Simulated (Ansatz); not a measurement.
# N2 (SMILES N#N) at 6 levels

We compute a comparison of 6 runs (HF/3-21G, HF/def2-SVP, RPBEx+PBEc/cc-pV(D+d)Z, B3LYP/6-31G*, MP2/6-31G*, SC-NEVPT2(6,6)/cc-pCVTZ) of N2. 

The results are computed with Ansatz 0.2.0.

11 further runs of the same task are left out: 2 that didn't finish, 9 set aside as unsound or not needed.

**1. The system as given**

N2 has 2 atoms, charge 0, and is taken as a singlet. SMILES: `N#N`. The shape is that of a PBE0-D4/def2-TZVP optimisation.

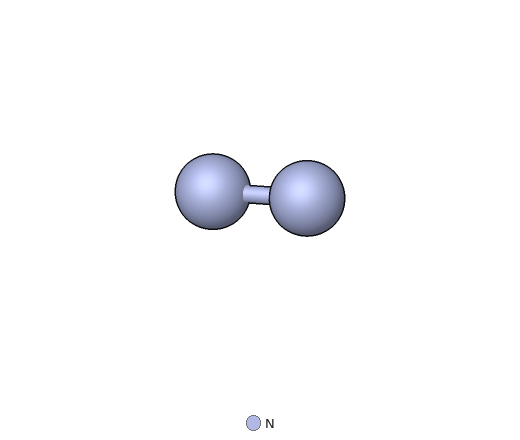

Viewed from a chosen angle; nitrogen light blue.

**2. Energy and forces at HF/3-21G (run 1)**

run.yaml

```yaml
crystal:
  periodic: [false, false, false]
  atoms:
    - symbol: N
      position_ang: [0.465500, -0.150300, 0.239800]
    - symbol: "N"
      position_ang: [-0.465500, 0.150300, -0.239800]
basis:
  gaussian:
    orbitals: 3-21G.json
hamiltonian:
  xc: hf
accuracy: high
output: {forces: true, orbitals: {seedname: orbitals}}
```

The basis set 3-21G is read from a file made from the Basis Set Exchange's data (not shown).

Run with:

```
$ ansatz run run.yaml --threads 1 --pin off --max-ram 2610MiB --events-out events.jsonl --progress --plain --runs-dir runs
```

The log of the run:

```text
Warning: RAYON_NUM_THREADS=1 ignored (pool sized by the plan → 1); use --threads N
Functional definition: HF
  name "HF"
  exchange = exact_x
  correlation = 0
389 factors; integrals over basis functions are off by at most 2.0e-9 eV
mean field evaluation 1: about -2946.7970 eV, gradient 9.5e0 eV
mean field evaluation 2: about -2946.8093 eV, gradient 9.6e0 eV
mean field evaluation 4: about -2947.0152 eV, gradient 3.3e-1 eV
mean field evaluation 8: about -2947.0152 eV, gradient 4.7e-4 eV
mean field -2947.01517129 eV, -108.3008099863 hartree, gradient 6.8e-8 eV, S^2 0.000000; 0 other end points of the search recorded, 0 dependent functions left out
the calculation of the forces begins
reference -2947.01517129 eV, -108.3008099863 hartree; 7, 7 occupied and 11, 11 virtual orbitals, 389 factors
Total energy: -2947.01517129 eV, -108.3008099863 hartree
Atom 0 at     0.465500    -0.150300     0.239800 Å, force    -0.984773     0.317962    -0.507301 eV/Å
Atom 1 at    -0.465500     0.150300    -0.239800 Å, force     0.984773    -0.317962     0.507301 eV/Å
Dipole moment:     0.000000    -0.000000     0.000000 e Å
```

Run time: 0.14 s. Hardware: 1 thread of Intel Xeon Platinum 8488C (Sapphire Rapids), shared host.

**3. Energy and gradient at HF/def2-SVP (run 2)**

job.yaml

```yaml
crystal:
  periodic: [false, false, false]
  atoms:
    - {symbol: N, position_ang: [0.465500, -0.150300, 0.239800]}
    - {symbol: "N", position_ang: [-0.465500, 0.150300, -0.239800]}
basis:
  gaussian: {orbitals: def2-SVP}
accuracy: high
hamiltonian: {xc: hf}
output: {forces: true, orbitals: {seedname: orbitals}}
```

Run with:

```
$ ansatz run job.yaml --threads 1 --pin off --max-ram 2610MiB --events-out events.jsonl --progress --plain --runs-dir runs
```

The log of the run:

```text
Warning: RAYON_NUM_THREADS=1 ignored (pool sized by the plan → 1); use --threads N
Functional definition: HF
  name "HF"
  exchange = exact_x
  correlation = 0
577 factors; integrals over basis functions are off by at most 2.3e-9 eV
mean field evaluation 1: about -2961.7960 eV, gradient 9.5e0 eV
mean field evaluation 2: about -2961.8016 eV, gradient 9.5e0 eV
mean field evaluation 4: about -2962.0490 eV, gradient 3.4e-1 eV
mean field evaluation 8: about -2962.0493 eV, gradient 9.7e-5 eV
mean field -2962.04933323 eV, -108.8533052470 hartree, gradient 1.3e-8 eV, S^2 0.000000; 0 other end points of the search recorded, 0 dependent functions left out
the calculation of the forces begins
reference -2962.04933323 eV, -108.8533052470 hartree; 7, 7 occupied and 21, 21 virtual orbitals, 577 factors
Total energy: -2962.04933323 eV, -108.8533052470 hartree
Atom 0 at     0.465500    -0.150300     0.239800 Å, force    -2.609202     0.842455    -1.344117 eV/Å
Atom 1 at    -0.465500     0.150300    -0.239800 Å, force     2.609202    -0.842455     1.344117 eV/Å
Dipole moment:    -0.000000     0.000000     0.000000 e Å
```

Run time: 0.38 s. Hardware: 1 thread of Intel Xeon Platinum 8488C (Sapphire Rapids), shared host.

Run 3 isn't shown in full; the table further down has it.

**4. Energy and gradient at B3LYP/6-31G(d) (Cartesian functions) (run 4)**

in.yaml

```yaml
crystal:
  periodic: [false, false, false]
  atoms:
    - {symbol: N, position_ang: [0.465500, -0.150300, 0.239800]}
    - {symbol: "N", position_ang: [-0.465500, 0.150300, -0.239800]}
basis:
  gaussian:
    orbitals: "6-31G*"
magnetization:
  spin_polarized: false
hamiltonian:
  xc: {name: B3LYP}
accuracy: high
output: {forces: true, orbitals: {seedname: orbitals}}
```

Run with:

```
$ ansatz run in.yaml --threads 1 --pin off --max-ram 2610MiB --events-out events.jsonl --progress --plain --runs-dir runs
```

The log of the run (excerpt; [...] marks lines left out):

```text
Warning: RAYON_NUM_THREADS=1 ignored (pool sized by the plan → 1); use --threads N
Functional definition: B3LYP
  name "B3LYP"
[...]
530 factors; integrals over basis functions are off by at most 2.4e-9 eV
[...]
mean field -2980.28283347 eV, -109.5233740218 hartree, gradient 5.1e-8 eV, S^2 0.000000; 0 other end points of the search recorded, 0 dependent functions left out
[...]
reference -2980.28285255 eV, -109.5233747228 hartree; 7, 7 occupied and 23, 23 virtual orbitals, 530 factors
Total energy: -2980.28285255 eV, -109.5233747228 hartree
Atom 0 at     0.465500    -0.150300     0.239800 Å, force     2.242087    -0.723922     1.155000 eV/Å
Atom 1 at    -0.465500     0.150300    -0.239800 Å, force    -2.242087     0.723922    -1.155000 eV/Å
Dipole moment:     0.000000    -0.000000     0.000000 e Å
```

It took 0.75 s on 1 thread of Intel Xeon Platinum 8488C (Sapphire Rapids), shared host.

Run 5 isn't shown in full; the table further down has it.

**5. The energy at SC-NEVPT2(6,6)/cc-pCVTZ (run 6)**

in.yaml

```yaml
crystal:
  periodic: [false, false, false]
  atoms:
    - {symbol: "N", position_ang: [0.465500, -0.150300, 0.239800]}
    - {symbol: N, position_ang: [-0.465500, 0.150300, -0.239800]}
basis:
  gaussian:
    orbitals: cc-pCVTZ
correlation:
  method: sc_nevpt2
  active_space: {window: {electrons: 6, orbitals: 6}}
output: {orbitals: {seedname: orbitals}}
```

Run with:

```
$ ansatz run in.yaml --threads 1 --pin off --max-ram 2610MiB --events-out events.jsonl --progress --plain --runs-dir runs
```

The log of the run:

```text
Warning: RAYON_NUM_THREADS=1 ignored (pool sized by the plan → 1); use --threads N
Functional definition: HF
  name "HF"
  exchange = exact_x
  correlation = 0
537 factors; integrals over basis functions are off by at most 9.2e-4 eV
mean field evaluation 1: about -2965.3606 eV, gradient 1.1e1 eV
mean field evaluation 2: about -2965.3638 eV, gradient 1.1e1 eV
mean field evaluation 4: about -2965.6555 eV, gradient 4.0e-1 eV
mean field evaluation 8: about -2965.6559 eV, gradient 4.4e-5 eV
mean field -2965.65594792 eV, -108.9858458924 hartree, gradient 9.9e-7 eV, S^2 0.000000; 0 other end points of the search recorded, 0 dependent functions left out
reference -2965.65594792 eV, -108.9858458924 hartree; 7, 7 occupied and 79, 79 virtual orbitals, 537 factors
state -2969.30367899 eV, -109.1198975367 hartree
state -2969.30367899 eV, -109.1198975367 hartree; corrected -2975.25844142 eV, -109.3387310197 hartree
Total energy: -2975.25844142 eV, -109.3387310197 hartree
```

Wall time 1.4 s (1 thread of Intel Xeon Platinum 8488C (Sapphire Rapids), shared host).

**6. The series**

```csv
run,level,accuracy,Cartesian functions,energy (Eh),dipole moment (D),HOMO energy (eV),LUMO energy (eV),wall time
1,HF/3-21G,high,no,-108.300810,0.00,-16.75,4.96,0.14 s
2,HF/def2-SVP,high,no,-108.853305,0.00,-16.89,4.66,0.38 s
3,RPBEx+PBEc/cc-pV(D+d)Z (Coulomb fitting set),medium,no,-109.542320,0.00,–,–,0.18 s
4,B3LYP/6-31G* (Cartesian functions),high,yes,-109.523375,0.00,-11.63,-0.45,0.75 s
5,MP2/6-31G* (spherical functions),high,no,-109.245558,0.00,-16.73,4.77,0.34 s
6,"SC-NEVPT2(6,6)/cc-pCVTZ",medium,no,-109.338731,–,–,–,1.4 s
```

**7. Results**

```
           quantity          value
run 6: total energy  -109.33873 Eh
```

What this shows: Over runs 1, 2, 4 the HOMO–LUMO gap runs from 11.18 eV (B3LYP/6-31G*) to 21.70 eV (HF/3-21G). The two ends differ in method and basis. Totals of different functionals can't be ranked against each other. All runs together took 3.2 s, the longest 1.4 s.
